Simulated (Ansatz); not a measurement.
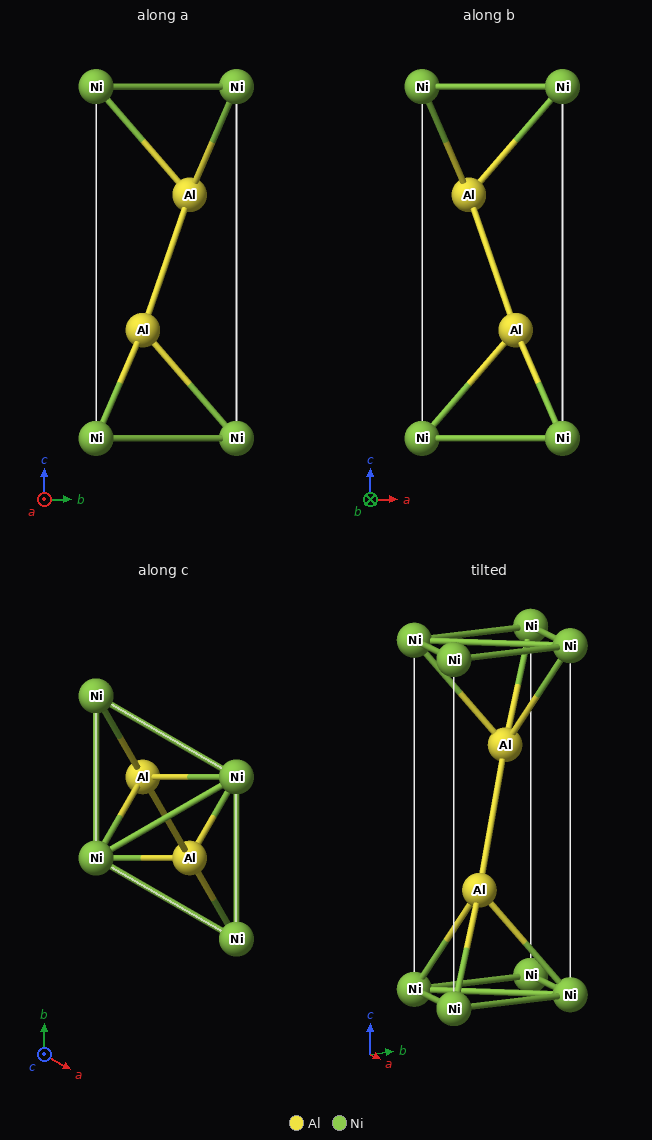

A ball-and-stick rendering, viewed along the a axis, along the b axis, along the c axis and slightly off an axis. One conventional unit cell is framed, with atoms on its boundary repeated.

Lattice parameters: a = 2.809 Å, b = 2.809 Å, c = 6.095 Å, α = 90.00°, β = 90.00°, γ = 120.00°.

From the views, write a table of Wyckoff sites, with free fractional coordinates to two decimals.

Answer. Space group P-3m1 (No. 164).
```tsv
atom	site	x	y	z
Al	2d	0.3333	0.6667	0.69
Ni	1a	0.00	0.00	0.00
```

The model was built from a structure type filled with these elements by a generator (whether the compound takes this form wasn't checked). Atoms and cell were optimised with DFT PBE, scalar-relativistic, plane waves, PAW in Ansatz.
